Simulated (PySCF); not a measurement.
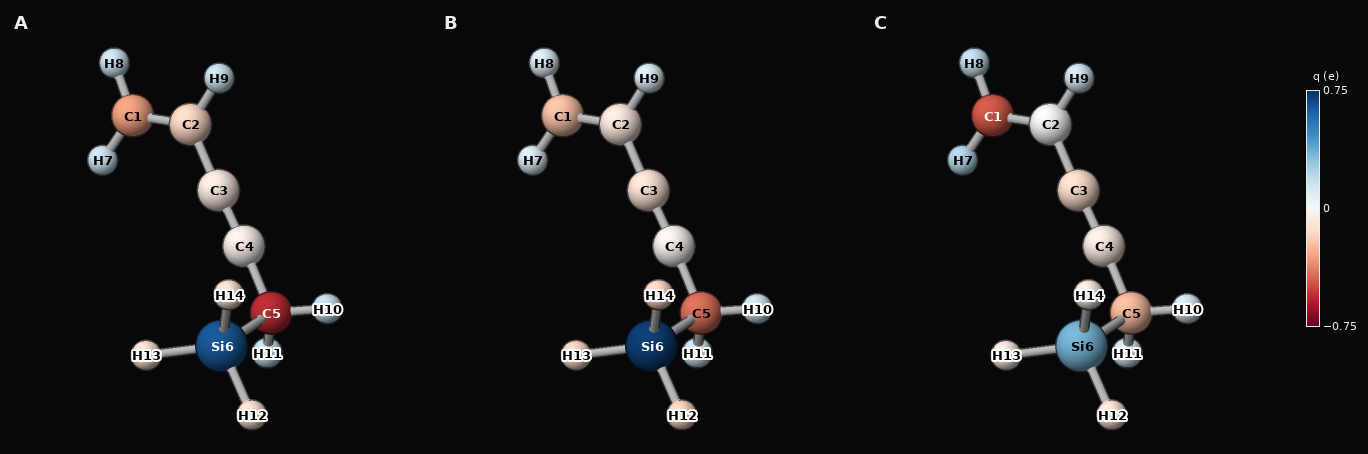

Atomic charges of one calculation by 3 schemes, on one colour scale. Computed geometry: PBE0-D3(BJ)/def2-SVP optimisation. No frequency run is at hand to confirm it as a minimum. Level of theory: PBE0/IGLO-III (PySCF 2.14.0).

The schemes are ESP-fitted, IAO, Mulliken. Which panel shows which?

Answer. A IAO, B Mulliken, C ESP-fitted.

List the charges (e), one line for each set of equivalent atoms.

```json
{"atom": "C1", "IAO": "−0.30", "Mulliken": "−0.22", "ESP-fitted": "−0.46"}
{"atom": "C2", "IAO": "−0.15", "Mulliken": "−0.08", "ESP-fitted": "−0.01"}
{"atom": "C3", "IAO": "−0.07", "Mulliken": "−0.10", "ESP-fitted": "−0.13"}
{"atom": "C4", "IAO": "−0.05", "Mulliken": "−0.03", "ESP-fitted": "−0.06"}
{"atom": "C5", "IAO": "−0.55", "Mulliken": "−0.41", "ESP-fitted": "−0.24"}
{"atom": "Si6", "IAO": "0.64", "Mulliken": "0.70", "ESP-fitted": "0.35"}
{"atom": "H7", "IAO": "0.16", "Mulliken": "0.11", "ESP-fitted": "0.22"}
{"atom": "H8", "IAO": "0.16", "Mulliken": "0.11", "ESP-fitted": "0.18"}
{"atom": "H9", "IAO": "0.17", "Mulliken": "0.10", "ESP-fitted": "0.14"}
{"atom": "H10", "IAO": "0.18", "Mulliken": "0.15", "ESP-fitted": "0.13"}
{"atom": "H11", "IAO": "0.18", "Mulliken": "0.15", "ESP-fitted": "0.13"}
{"atom": "H12", "IAO": "−0.12", "Mulliken": "−0.17", "ESP-fitted": "−0.10"}
{"atom": "H13", "IAO": "−0.11", "Mulliken": "−0.16", "ESP-fitted": "−0.07"}
{"atom": "H14", "IAO": "−0.11", "Mulliken": "−0.16", "ESP-fitted": "−0.08"}
```
